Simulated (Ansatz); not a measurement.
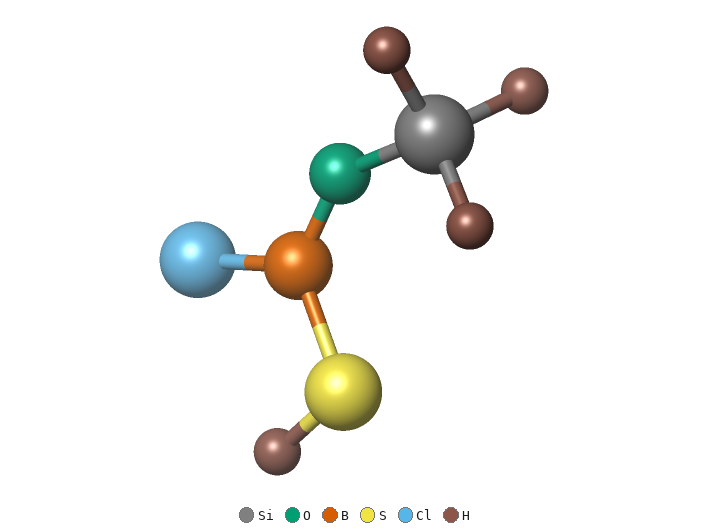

The computed structure is the end point of a PBE-D4/def2-SVP optimisation. No frequency run is at hand to confirm it as a minimum.

Give the structural formula.

SMILES: [SiH3]OB(S)Cl

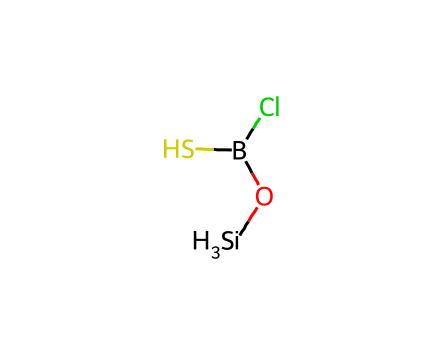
